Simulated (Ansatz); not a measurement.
```tsv
atom	x (Å)	y (Å)	z (Å)
C	-1.0914	-0.1008	-0.5101
Si	-0.3535	-0.3013	1.2387
N	1.2304	0.0884	0.5695
Si	0.6779	0.3213	-1.0884
H	-1.8296	0.7178	-0.6184
H	-1.5138	-1.0279	-0.9450
H	-0.4715	-1.6827	1.8365
H	-0.8685	0.6748	2.2693
H	2.1530	0.1642	0.9987
H	1.2729	-0.6296	-2.0991
H	0.8597	1.7186	-1.6312
```

The calculation used RKS PBE-D4/def2-SVP in Ansatz.

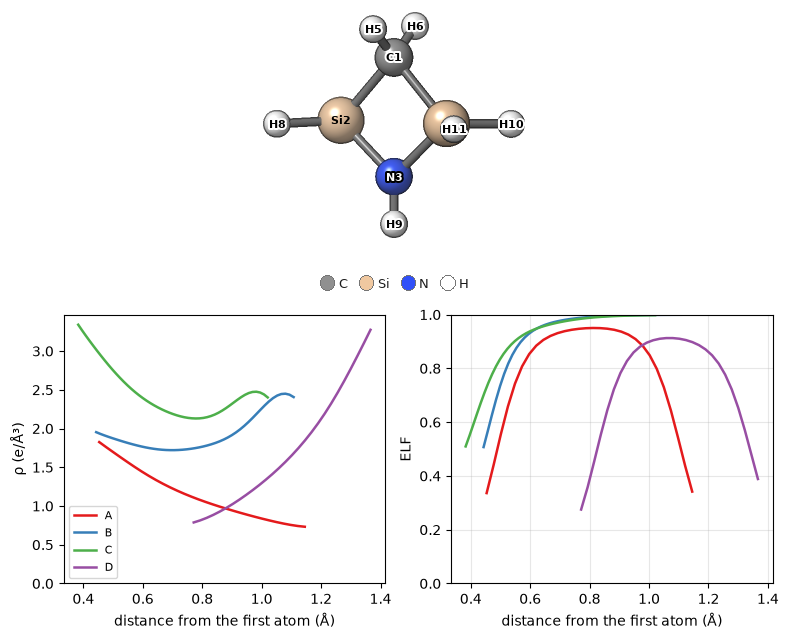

CH₇NSi₂. Electron density and ELF along straight lines between neighbouring atoms. The curves leave out the atomic cores. The structure is drawn too.

**Which curve belongs to which contact (C–H, C–Si, N–H and Si–N)? The first atom named is at distance zero.**

Curve A: C–Si (1.91 Å): the density is about 0.88 e/Å³ at the midpoint; the ELF peaks at about 0.95 between the atoms: a shared electron pair. Curve B: C–H (1.11 Å): the density is about 1.8 e/Å³ at the midpoint; the ELF climbs to about 1 towards the hydrogen, as it does in any bond to H; a covalent bond by its length. Curve C: N–H (1.02 Å): the density is about 2.7 e/Å³ at the midpoint; the ELF climbs to about 1 towards the hydrogen (an ordinary covalent bond to hydrogen). Curve D: Si–N (1.76 Å): the density is about 0.98 e/Å³ at the midpoint; the ELF peaks at about 0.90 between the atoms; a shared but strongly polarised pair.
